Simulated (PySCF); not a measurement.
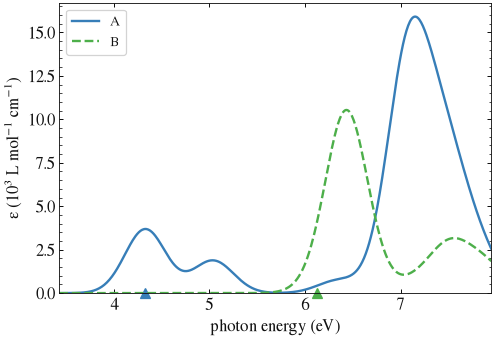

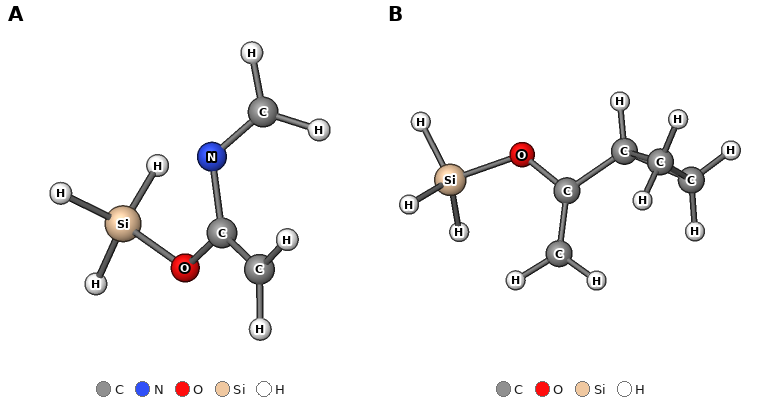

Related molecules: A is C₃H₇NOSi, SMILES C=NC(=C)O[SiH3]; B is C₅H₁₀OSi, SMILES C=C(O[SiH3])C1CC1. Vertical TDDFT absorption, CAM-B3LYP/def2-SVPD with PySCF 2.14.0, at a PBE0-D3(BJ)/def2-SVP geometry (no frequency check); Gaussians of 1/e half-width 0.30 eV, triangles mark S1, and the range ends where the computed states of one molecule run out.

How does the lowest singlet move?

A: 4.33 eV (f = 0.068, mainly HOMO → LUMO (75 %)); B: 6.12 eV (f = 0.007, mainly HOMO → LUMO (81 %)). From A to B it shifts 1.79 eV to the blue.

And the brightest state of each within the range drawn?

A: S5 at 7.08 eV, f = 0.23; B: S2 at 6.42 eV, f = 0.18.

Caveats, for all or some of the runs: core orbitals are frozen in the response; one conformer of a flexible molecule; states above the negative HOMO energy depend on the basis.
